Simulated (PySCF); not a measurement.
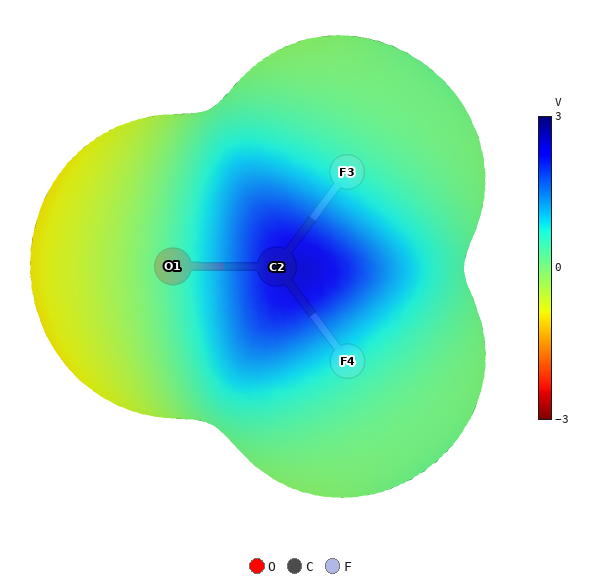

*CF$_{2}$O (carbonyl fluoride). The electrostatic potential painted on the density surface at 0.002 e/bohr³, seen across its widest extent; the colour scale runs from red (negative) to blue (positive).*

Geometry: GFN2-xTB.

The calculation used PBE0/pcSseg-1, SCF density, gas phase, non-relativistic in PySCF.

```xyz
4

O    -0.3177    1.1211    0.8046
C    -0.0240    0.0934    0.3569
F     1.0143   -0.6435    0.6921
F    -0.6624   -0.5663   -0.5869
```

Q: Where is the surface potential most negative and most positive?

A: The most negative region (about −0.9 V, or −21 kcal/mol for a unit charge) lies over O1, the most positive (about +2.4 V, or +55 kcal/mol for a unit charge) over the π face of C2.
